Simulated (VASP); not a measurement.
Band structure of MnO$_{2}$ (rutile). These are vdW-DF-cx, VASP's PBE PAW potentials (set 64) (plane waves; VASP) values and carry that method's errors.

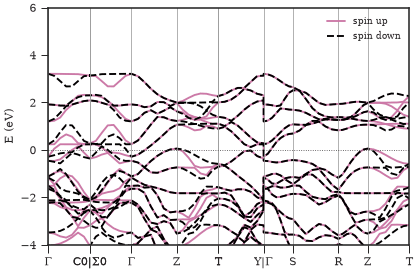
*Bands along high-symmetry lines, zero at the valence-band maximum or, without a gap, the Fermi level*

Q: Read the plot: is there a gap, and where are the band edges?

A: It has no gap at this level: it comes out as a metal or semimetal. (Edges off the drawn lines would not show.)

The compound is MnO2 in the rutile structure. It was relaxed first.
